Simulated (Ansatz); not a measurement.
Molecular dynamics, with input and output: C₂HClF₂Sn (part 2 of 2)

C₂HClF₂Sn, SMILES C#[C][Sn]([F])([F])[Cl]; RKS PBE-d3bjatm/def2-SVP (Ansatz 0.2.0). The geometry comes from this level: PBE0-D4/def2-TZVP.

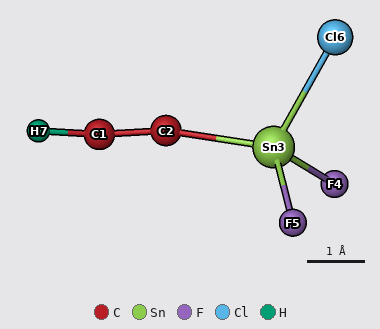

*The geometry at step 34 of the log (ball-and-stick view, seen at a tilt; atoms are numbered from 1 in the order of the input).*

## Trajectory as extended XYZ, continued
```
7
Properties=species:S:1:pos:R:3:forces:R:3 step=17 time_fs=8.5 energy=-25855.40290 temperature=524.5
C     1.3912   -1.5303    0.7366   -0.4282   1.7363  -0.1796
C     0.5167   -0.7087    0.3677    2.9552  -3.1941   1.3852
Sn   -0.6299    0.6890   -0.4020   -1.4167   0.7969   0.4970
F    -2.1782   -0.0717   -1.2184   -0.6959  -0.3467  -0.3992
F     0.1761    1.6565   -1.8038    0.7330   0.7643  -1.1243
Cl   -1.4066    2.2338    1.1369   -0.0650   0.2351   0.2254
H     2.3353   -1.9750    1.1366   -1.0823   0.0082  -0.4046
7
Properties=species:S:1:pos:R:3:forces:R:3 step=18 time_fs=9.0 energy=-25855.39307 temperature=542.3
C     1.3939   -1.5294    0.7378   -0.9234   2.1085  -0.3853
C     0.5109   -0.7092    0.3720    3.2337  -3.4513   1.4975
Sn   -0.6286    0.6883   -0.4020   -1.5136   0.8783   0.4131
F    -2.1806   -0.0696   -1.2206   -0.6319  -0.3161  -0.3659
F     0.1774    1.6560   -1.8067    0.7081   0.7243  -1.0693
Cl   -1.4066    2.2370    1.1366   -0.0475   0.2063   0.1952
H     2.3388   -1.9544    1.1311   -0.8254  -0.1500  -0.2853
7
Properties=species:S:1:pos:R:3:forces:R:3 step=19 time_fs=9.5 energy=-25855.38558 temperature=529.4
C     1.3965   -1.5278    0.7384   -1.4151   2.4206  -0.5790
C     0.5055   -0.7105    0.3765    3.4080  -3.6045   1.5587
Sn   -0.6272    0.6876   -0.4020   -1.5961   0.9456   0.3378
F    -2.1827   -0.0675   -1.2229   -0.5707  -0.2875  -0.3341
F     0.1786    1.6554   -1.8095    0.6842   0.6850  -1.0152
Cl   -1.4066    2.2402    1.1362   -0.0303   0.1785   0.1666
H     2.3393   -1.9328    1.1245   -0.4800  -0.3377  -0.1349
7
Properties=species:S:1:pos:R:3:forces:R:3 step=20 time_fs=10.0 energy=-25855.37989 temperature=523.4
C     1.3988   -1.5252    0.7391   -1.8705   2.6560  -0.7502
C     0.5008   -0.7124    0.3814    3.4811  -3.6566   1.5721
Sn   -0.6258    0.6869   -0.4019   -1.6635   0.9929   0.2699
F    -2.1848   -0.0655   -1.2249   -0.5080  -0.2591  -0.3017
F     0.1800    1.6548   -1.8123    0.6603   0.6453  -0.9611
Cl   -1.4067    2.2432    1.1355   -0.0144   0.1530   0.1407
H     2.3381   -1.9121    1.1176   -0.0851  -0.5316   0.0303
7
Properties=species:S:1:pos:R:3:forces:R:3 step=21 time_fs=10.5 energy=-25855.37701 temperature=520.6
C     1.4014   -1.5221    0.7399   -2.2267   2.7936  -0.8746
C     0.4968   -0.7153    0.3870    3.4513  -3.6043   1.5352
Sn   -0.6245    0.6863   -0.4018   -1.7051   1.0103   0.2162
F    -2.1871   -0.0637   -1.2266   -0.4455  -0.2316  -0.2701
F     0.1815    1.6546   -1.8149    0.6362   0.6046  -0.9064
Cl   -1.4068    2.2462    1.1345    0.0003   0.1301   0.1179
H     2.3375   -1.8928    1.1111    0.2895  -0.7027   0.1818
7
Properties=species:S:1:pos:R:3:forces:R:3 step=22 time_fs=11.0 energy=-25855.37762 temperature=511.0
C     1.4039   -1.5187    0.7404   -2.4685   2.8377  -0.9477
C     0.4934   -0.7188    0.3931    3.3329  -3.4658   1.4564
Sn   -0.6233    0.6859   -0.4017   -1.7315   1.0067   0.1731
F    -2.1894   -0.0622   -1.2283   -0.3801  -0.2032  -0.2371
F     0.1830    1.6547   -1.8175    0.6112   0.5626  -0.8503
Cl   -1.4071    2.2494    1.1336    0.0153   0.1063   0.0947
H     2.3377   -1.8755    1.1048    0.6207  -0.8444   0.3109
7
Properties=species:S:1:pos:R:3:forces:R:3 step=23 time_fs=11.5 energy=-25855.38223 temperature=497.2
C     1.4057   -1.5150    0.7405   -2.5920   2.7886  -0.9746
C     0.4906   -0.7230    0.3990    3.1178  -3.2407   1.3392
Sn   -0.6222    0.6855   -0.4016   -1.7423   0.9974   0.1357
F    -2.1915   -0.0609   -1.2300   -0.3177  -0.1767  -0.2052
F     0.1841    1.6552   -1.8202    0.5834   0.5169  -0.7885
Cl   -1.4076    2.2529    1.1327    0.0311   0.0802   0.0702
H     2.3377   -1.8608    1.0977    0.9197  -0.9656   0.4233
7
Properties=species:S:1:pos:R:3:forces:R:3 step=24 time_fs=12.0 energy=-25855.39217 temperature=466.3
C     1.4070   -1.5110    0.7403   -2.5438   2.6301  -0.9375
C     0.4885   -0.7277    0.4046    2.8007  -2.9280   1.1837
Sn   -0.6211    0.6850   -0.4014   -1.7310   0.9828   0.1020
F    -2.1934   -0.0596   -1.2317   -0.2619  -0.1536  -0.1765
F     0.1852    1.6560   -1.8232    0.5510   0.4658  -0.7188
Cl   -1.4081    2.2564    1.1317    0.0467   0.0539   0.0461
H     2.3387   -1.8483    1.0903    1.1383  -1.0510   0.5011
7
Properties=species:S:1:pos:R:3:forces:R:3 step=25 time_fs=12.5 energy=-25855.41033 temperature=466.8
C     1.4078   -1.5069    0.7397   -2.2216   2.3353  -0.7988
C     0.4868   -0.7327    0.4102    2.4038  -2.5493   0.9988
Sn   -0.6203    0.6845   -0.4013   -1.7066   0.9618   0.0693
F    -2.1953   -0.0582   -1.2337   -0.2086  -0.1321  -0.1489
F     0.1865    1.6568   -1.8262    0.5162   0.4122  -0.6449
Cl   -1.4087    2.2597    1.1307    0.0611   0.0294   0.0239
H     2.3429   -1.8391    1.0842    1.1557  -1.0573   0.5006
7
Properties=species:S:1:pos:R:3:forces:R:3 step=26 time_fs=13.0 energy=-25855.43699 temperature=523.8
C     1.4083   -1.5025    0.7385   -1.5694   1.8743  -0.5431
C     0.4854   -0.7383    0.4161    1.8956  -2.0770   0.7727
Sn   -0.6195    0.6841   -0.4011   -1.6732   0.9267   0.0401
F    -2.1972   -0.0567   -1.2358   -0.1530  -0.1099  -0.1199
F     0.1878    1.6578   -1.8293    0.4808   0.3575  -0.5696
Cl   -1.4092    2.2629    1.1296    0.0746   0.0067   0.0037
H     2.3507   -1.8335    1.0798    0.9447  -0.9784   0.4161
7
Properties=species:S:1:pos:R:3:forces:R:3 step=27 time_fs=13.5 energy=-25855.46415 temperature=526.2
C     1.4083   -1.4977    0.7369   -0.6516   1.2649  -0.1986
C     0.4848   -0.7447    0.4221    1.2493  -1.4929   0.4982
Sn   -0.6185    0.6836   -0.4009   -1.6346   0.8761   0.0168
F    -2.1993   -0.0555   -1.2379   -0.0932  -0.0861  -0.0886
F     0.1889    1.6590   -1.8325    0.4459   0.3034  -0.4950
Cl   -1.4096    2.2661    1.1285    0.0880  -0.0161  -0.0158
H     2.3599   -1.8310    1.0781    0.5962  -0.8493   0.2829
7
Properties=species:S:1:pos:R:3:forces:R:3 step=28 time_fs=14.0 energy=-25855.48180 temperature=548.5
C     1.4079   -1.4929    0.7351    0.4252   0.5733   0.1935
C     0.4843   -0.7514    0.4276    0.5285  -0.8592   0.2055
Sn   -0.6175    0.6829   -0.4007   -1.5953   0.8276  -0.0097
F    -2.2011   -0.0544   -1.2402   -0.0342  -0.0628  -0.0571
F     0.1897    1.6604   -1.8358    0.4099   0.2478  -0.4178
Cl   -1.4102    2.2692    1.1273    0.1014  -0.0390  -0.0349
H     2.3703   -1.8304    1.0785    0.1644  -0.6877   0.1205
7
Properties=species:S:1:pos:R:3:forces:R:3 step=29 time_fs=14.5 energy=-25855.48468 temperature=552.9
C     1.4075   -1.4880    0.7332    1.5505  -0.1429   0.5910
C     0.4839   -0.7582    0.4327   -0.2340  -0.2070  -0.0911
Sn   -0.6165    0.6823   -0.4007   -1.5551   0.7851  -0.0425
F    -2.2029   -0.0531   -1.2428    0.0229  -0.0407  -0.0265
F     0.1905    1.6621   -1.8394    0.3719   0.1895  -0.3363
Cl   -1.4107    2.2721    1.1259    0.1144  -0.0609  -0.0527
H     2.3812   -1.8302    1.0793   -0.2706  -0.5229  -0.0419
7
Properties=species:S:1:pos:R:3:forces:R:3 step=30 time_fs=15.0 energy=-25855.47515 temperature=546.5
C     1.4073   -1.4830    0.7315    2.5687  -0.8031   0.9417
C     0.4832   -0.7647    0.4379   -0.9777   0.4134  -0.3709
Sn   -0.6156    0.6817   -0.4005   -1.5140   0.7531  -0.0824
F    -2.2049   -0.0512   -1.2453    0.0775  -0.0207   0.0029
F     0.1913    1.6640   -1.8432    0.3312   0.1278  -0.2497
Cl   -1.4111    2.2752    1.1246    0.1272  -0.0824  -0.0699
H     2.3900   -1.8309    1.0802   -0.6129  -0.3881  -0.1717
7
Properties=species:S:1:pos:R:3:forces:R:3 step=31 time_fs=15.5 energy=-25855.45937 temperature=504.4
C     1.4081   -1.4783    0.7299    3.4299  -1.3673   1.2341
C     0.4824   -0.7709    0.4427   -1.6320   0.9474  -0.6098
Sn   -0.6148    0.6811   -0.4002   -1.4728   0.7350  -0.1281
F    -2.2070   -0.0487   -1.2477    0.1255  -0.0043   0.0292
F     0.1920    1.6659   -1.8472    0.2900   0.0655  -0.1617
Cl   -1.4117    2.2782    1.1234    0.1397  -0.1033  -0.0861
H     2.3968   -1.8332    1.0817   -0.8802  -0.2729  -0.2776
7
Properties=species:S:1:pos:R:3:forces:R:3 step=32 time_fs=16.0 energy=-25855.44114 temperature=495.3
C     1.4095   -1.4738    0.7285    4.1624  -1.8593   1.4750
C     0.4817   -0.7770    0.4472   -2.2271   1.4236  -0.8206
Sn   -0.6141    0.6805   -0.3999   -1.4345   0.7173  -0.1699
F    -2.2090   -0.0461   -1.2501    0.1708   0.0106   0.0544
F     0.1926    1.6676   -1.8510    0.2519   0.0075  -0.0792
Cl   -1.4124    2.2812    1.1222    0.1522  -0.1239  -0.1018
H     2.4018   -1.8377    1.0825   -1.0756  -0.1758  -0.3579
7
Properties=species:S:1:pos:R:3:forces:R:3 step=33 time_fs=16.5 energy=-25855.42573 temperature=463.9
C     1.4118   -1.4701    0.7271    4.6978  -2.2321   1.6407
C     0.4809   -0.7829    0.4513   -2.7117   1.8043  -0.9873
Sn   -0.6133    0.6800   -0.3998   -1.4031   0.7044  -0.2065
F    -2.2110   -0.0434   -1.2525    0.2152   0.0248   0.0789
F     0.1934    1.6692   -1.8547    0.2164  -0.0467  -0.0022
Cl   -1.4132    2.2843    1.1210    0.1659  -0.1469  -0.1198
H     2.4048   -1.8430    1.0813   -1.1805  -0.1077  -0.4038
7
Properties=species:S:1:pos:R:3:forces:R:3 step=34 time_fs=17.0 energy=-25855.41831 temperature=477.5
C     1.4149   -1.4671    0.7255    4.9759  -2.4433   1.7177
C     0.4797   -0.7883    0.4552   -3.0254   2.0467  -1.0920
Sn   -0.6126    0.6795   -0.3999   -1.3820   0.7006  -0.2404
F    -2.2128   -0.0408   -1.2552    0.2584   0.0387   0.1031
F     0.1944    1.6707   -1.8583    0.1842  -0.0965   0.0686
Cl   -1.4140    2.2877    1.1200    0.1805  -0.1727  -0.1403
H     2.4055   -1.8485    1.0789   -1.1917  -0.0735  -0.4167
7
Properties=species:S:1:pos:R:3:forces:R:3 step=35 time_fs=17.5 energy=-25855.42598 temperature=456.3
C     1.4190   -1.4648    0.7243    4.8796  -2.4365   1.6680
C     0.4778   -0.7932    0.4588   -3.1182   2.1198  -1.1228
Sn   -0.6117    0.6792   -0.3999   -1.3781   0.7029  -0.2780
F    -2.2146   -0.0385   -1.2582    0.3056   0.0550   0.1299
F     0.1954    1.6720   -1.8617    0.1557  -0.1410   0.1324
Cl   -1.4148    2.2911    1.1190    0.1951  -0.1986  -0.1612
H     2.4016   -1.8544    1.0741   -1.0397  -0.1015  -0.3684
7
Properties=species:S:1:pos:R:3:forces:R:3 step=36 time_fs=18.0 energy=-25855.44695 temperature=470.6
C     1.4241   -1.4632    0.7237    4.4052  -2.2073   1.4978
C     0.4751   -0.7977    0.4618   -2.9594   2.0100  -1.0749
Sn   -0.6110    0.6789   -0.4001   -1.3887   0.7131  -0.3204
F    -2.2167   -0.0363   -1.2609    0.3554   0.0727   0.1573
F     0.1965    1.6731   -1.8649    0.1297  -0.1815   0.1904
Cl   -1.4157    2.2943    1.1181    0.2092  -0.2233  -0.1811
H     2.3940   -1.8618    1.0674   -0.7514  -0.1837  -0.2690
7
Properties=species:S:1:pos:R:3:forces:R:3 step=37 time_fs=18.5 energy=-25855.47264 temperature=481.6
C     1.4302   -1.4622    0.7232    3.6407  -1.7977   1.2410
C     0.4715   -0.8021    0.4646   -2.5894   1.7538  -0.9650
Sn   -0.6104    0.6786   -0.4003   -1.3971   0.7312  -0.3629
F    -2.2188   -0.0342   -1.2632    0.3978   0.0876   0.1804
F     0.1976    1.6742   -1.8681    0.1041  -0.2205   0.2464
Cl   -1.4168    2.2972    1.1172    0.2226  -0.2463  -0.2000
H     2.3855   -1.8693    1.0597   -0.3787  -0.3081  -0.1398
7
Properties=species:S:1:pos:R:3:forces:R:3 step=38 time_fs=19.0 energy=-25855.49693 temperature=464.7
C     1.4374   -1.4618    0.7231    2.6062  -1.2175   0.9076
C     0.4672   -0.8061    0.4672   -2.0120   1.3589  -0.7965
Sn   -0.6100    0.6783   -0.4006   -1.3965   0.7616  -0.4057
F    -2.2203   -0.0322   -1.2651    0.4253   0.0967   0.1951
F     0.1988    1.6752   -1.8713    0.0787  -0.2583   0.3010
Cl   -1.4177    2.2999    1.1163    0.2344  -0.2662  -0.2162
H     2.3774   -1.8755    1.0514    0.0640  -0.4751   0.0146
7
Properties=species:S:1:pos:R:3:forces:R:3 step=39 time_fs=19.5 energy=-25855.51399 temperature=496.2
C     1.4452   -1.4620    0.7232    1.4113  -0.5360   0.5378
C     0.4619   -0.8098    0.4697   -1.2745   0.8656  -0.5861
Sn   -0.6096    0.6781   -0.4007   -1.3923   0.8002  -0.4460
F    -2.2214   -0.0301   -1.2663    0.4411   0.1011   0.2035
F     0.1997    1.6759   -1.8744    0.0561  -0.2923   0.3506
Cl   -1.4186    2.3024    1.1154    0.2448  -0.2831  -0.2298
H     2.3704   -1.8826    1.0437    0.5135  -0.6555   0.1700
7
Properties=species:S:1:pos:R:3:forces:R:3 step=40 time_fs=20.0 energy=-25855.51865 temperature=474.6
C     1.4530   -1.4624    0.7236    0.1730   0.1675   0.1693
C     0.4559   -0.8136    0.4723   -0.4883   0.3559  -0.3706
Sn   -0.6093    0.6777   -0.4010   -1.3893   0.8408  -0.4808
F    -2.2224   -0.0281   -1.2675    0.4525   0.1035   0.2091
F     0.2003    1.6765   -1.8772    0.0368  -0.3223   0.3941
Cl   -1.4197    2.3045    1.1145    0.2550  -0.2993  -0.2430
H     2.3634   -1.8907    1.0378    0.9602  -0.8461   0.3219
7
Properties=species:S:1:pos:R:3:forces:R:3 step=41 time_fs=20.5 energy=-25855.51213 temperature=505.2
C     1.4608   -1.4628    0.7242   -0.9849   0.8217  -0.1643
C     0.4498   -0.8174    0.4746    0.2802  -0.1243  -0.1672
Sn   -0.6091    0.6773   -0.4015   -1.3829   0.8844  -0.5158
F    -2.2232   -0.0262   -1.2687    0.4605   0.1046   0.2128
F     0.2009    1.6773   -1.8802    0.0172  -0.3523   0.4374
Cl   -1.4209    2.3065    1.1134    0.2649  -0.3149  -0.2555
H     2.3574   -1.9002    1.0335    1.3449  -1.0192   0.4524
7
Properties=species:S:1:pos:R:3:forces:R:3 step=42 time_fs=21.0 energy=-25855.50184 temperature=474.6
C     1.4683   -1.4629    0.7246   -1.9257   1.3518  -0.4219
C     0.4437   -0.8211    0.4768    0.9932  -0.5500   0.0154
Sn   -0.6090    0.6770   -0.4020   -1.3699   0.9258  -0.5500
F    -2.2237   -0.0246   -1.2700    0.4648   0.1048   0.2149
F     0.2015    1.6779   -1.8834   -0.0026  -0.3818   0.4808
Cl   -1.4222    2.3084    1.1121    0.2736  -0.3287  -0.2666
H     2.3539   -1.9126    1.0302    1.5666  -1.1220   0.5273
7
Properties=species:S:1:pos:R:3:forces:R:3 step=43 time_fs=21.5 energy=-25855.49355 temperature=472.7
C     1.4755   -1.4624    0.7250   -2.5768   1.7113  -0.5827
C     0.4379   -0.8249    0.4794    1.6031  -0.8924   0.1627
Sn   -0.6089    0.6767   -0.4026   -1.3520   0.9560  -0.5753
F    -2.2241   -0.0232   -1.2715    0.4680   0.1046   0.2166
F     0.2022    1.6783   -1.8863   -0.0198  -0.4075   0.5185
Cl   -1.4233    2.3104    1.1106    0.2809  -0.3406  -0.2760
H     2.3536   -1.9269    1.0276    1.5966  -1.1314   0.5362
7
Properties=species:S:1:pos:R:3:forces:R:3 step=44 time_fs=22.0 energy=-25855.48968 temperature=515.4
C     1.4826   -1.4611    0.7252   -2.9386   1.8911  -0.6470
C     0.4324   -0.8291    0.4825    2.1100  -1.1527   0.2742
Sn   -0.6089    0.6763   -0.4032   -1.3217   0.9812  -0.5966
F    -2.2244   -0.0218   -1.2728    0.4675   0.1026   0.2159
F     0.2033    1.6787   -1.8892   -0.0392  -0.4356   0.5589
Cl   -1.4243    2.3123    1.1090    0.2874  -0.3515  -0.2845
H     2.3571   -1.9423    1.0266    1.4347  -1.0350   0.4790
7
Properties=species:S:1:pos:R:3:forces:R:3 step=45 time_fs=22.5 energy=-25855.49130 temperature=551.5
C     1.4892   -1.4593    0.7254   -2.9793   1.8636  -0.6059
C     0.4271   -0.8342    0.4859    2.4988  -1.3221   0.3460
Sn   -0.6089    0.6758   -0.4038   -1.2783   0.9993  -0.6091
F    -2.2245   -0.0203   -1.2738    0.4611   0.0980   0.2119
F     0.2044    1.6791   -1.8923   -0.0591  -0.4648   0.6010
Cl   -1.4251    2.3143    1.1073    0.2943  -0.3631  -0.2934
H     2.3640   -1.9601    1.0279    1.0624  -0.8110   0.3494
7
Properties=species:S:1:pos:R:3:forces:R:3 step=46 time_fs=23.0 energy=-25855.49322 temperature=568.7
C     1.4950   -1.4571    0.7253   -2.7466   1.6514  -0.4778
C     0.4221   -0.8397    0.4900    2.7602  -1.4006   0.3771
Sn   -0.6087    0.6753   -0.4045   -1.2295   1.0055  -0.6052
F    -2.2244   -0.0186   -1.2746    0.4510   0.0913   0.2058
F     0.2052    1.6791   -1.8955   -0.0752  -0.4901   0.6380
Cl   -1.4260    2.3164    1.1058    0.3025  -0.3762  -0.3039
H     2.3742   -1.9797    1.0305    0.5377  -0.4813   0.1660
7
Properties=species:S:1:pos:R:3:forces:R:3 step=47 time_fs=23.5 energy=-25855.48775 temperature=522.9
C     1.5002   -1.4544    0.7251   -2.4123   1.3526  -0.3178
C     0.4178   -0.8453    0.4943    2.9252  -1.4137   0.3775
Sn   -0.6086    0.6749   -0.4051   -1.1733   1.0035  -0.5918
F    -2.2242   -0.0167   -1.2753    0.4368   0.0824   0.1974
F     0.2060    1.6790   -1.8985   -0.0900  -0.5131   0.6720
Cl   -1.4271    2.3184    1.1043    0.3104  -0.3883  -0.3138
H     2.3845   -2.0006    1.0339    0.0033  -0.1235  -0.0235
7
Properties=species:S:1:pos:R:3:forces:R:3 step=48 time_fs=24.0 energy=-25855.47336 temperature=512.6
C     1.5052   -1.4516    0.7251   -2.0498   1.0121  -0.1532
C     0.4145   -0.8508    0.4987    3.0186  -1.3809   0.3584
Sn   -0.6087    0.6746   -0.4057   -1.1086   0.9909  -0.5717
F    -2.2239   -0.0147   -1.2759    0.4194   0.0719   0.1875
F     0.2069    1.6787   -1.9011   -0.1034  -0.5332   0.7017
Cl   -1.4283    2.3201    1.1027    0.3163  -0.3971  -0.3205
H     2.3937   -2.0237    1.0378   -0.4925   0.2362  -0.2022
7
Properties=species:S:1:pos:R:3:forces:R:3 step=49 time_fs=24.5 energy=-25855.45063 temperature=487.4
C     1.5101   -1.4486    0.7252   -1.7018   0.6658   0.0024
C     0.4121   -0.8562    0.5030    3.0505  -1.3116   0.3232
Sn   -0.6088    0.6742   -0.4063   -1.0390   0.9734  -0.5415
F    -2.2232   -0.0129   -1.2767    0.3972   0.0592   0.1755
F     0.2081    1.6780   -1.9034   -0.1145  -0.5498   0.7264
Cl   -1.4293    2.3219    1.1010    0.3221  -0.4065  -0.3275
H     2.4019   -2.0461    1.0421   -0.9146   0.5695  -0.3585
7
Properties=species:S:1:pos:R:3:forces:R:3 step=50 time_fs=25.0 energy=-25855.42617 temperature=468.1
C     1.5146   -1.4455    0.7253   -1.3950   0.3412   0.1446
C     0.4107   -0.8618    0.5076    2.9980  -1.1907   0.2621
Sn   -0.6088    0.6737   -0.4070   -0.9581   0.9510  -0.4998
F    -2.2221   -0.0111   -1.2774    0.3679   0.0436   0.1598
F     0.2095    1.6771   -1.9058   -0.1254  -0.5655   0.7501
Cl   -1.4303    2.3239    1.0993    0.3286  -0.4179  -0.3361
H     2.4069   -2.0660    1.0472   -1.2160   0.8383  -0.4807
```

This output came from the following input.

## Input file
```yaml
crystal:
  periodic: [false, false, false]
  atoms:
    - {symbol: C, position_ang: [1.391114, -1.547462, 0.750055]}
    - {symbol: C, position_ang: [0.637241, -0.716987, 0.314258]}
    - {symbol: Sn, position_ang: [-0.641329, 0.702095, -0.396369]}
    - {symbol: F, position_ang: [-2.150574, -0.101871, -1.204247]}
    - {symbol: F, position_ang: [0.166464, 1.691368, -1.791240]}
    - {symbol: Cl, position_ang: [-1.401719, 2.190516, 1.149430]}
    - {symbol: H, position_ang: [2.060004, -2.285760, 1.132413]}
basis:
  gaussian: {orbitals: def2-SVP}
hamiltonian: {xc: {name: PBE}, dispersion: d3bjatm}
md: {timestep: 0.5 fs, n_steps: 50, ensemble: nvt_langevin, temperature: 700, initial_velocities: maxwell_boltzmann, friction: 0.01, seed: 847}
```

Run as:
```bash
ansatz run in.yaml --threads 4 --pin off --events-out ev --progress --plain --max-ram 10444MiB
```

## Results in brief

| quantity | value |
| --- | --- |
| outcome | finished |
| mean temperature over the second half | 501 K |
| trajectory | 50 steps, 25 fs |
| ensemble | nvt_langevin |
| temperature in the input | 700 K |
| time step | 0.5 fs |
| potential energy (last step) | −25855.4262 eV |
| mean-field energy (last step) | −25855.2676 eV |
| dispersion energy (last step) | −0.1586 eV |
| SCF solution under orbital rotations (last step) | stable |
| largest force (length of the vector) (last step) | 3.236 eV/Å |
| dipole moment (last step) | 4.43 D |
| hardware | 4 threads of Arm Neoverse V2, 23 GiB of memory available, shared host |
| wall time | 46 s (CPU time 2.9 min) |
| peak memory | 0.15 GiB |

## Remarks

So short a trajectory is not equilibrated. The logged temperature at the start can lie below the typed one, since it is counted over all degrees of freedom.
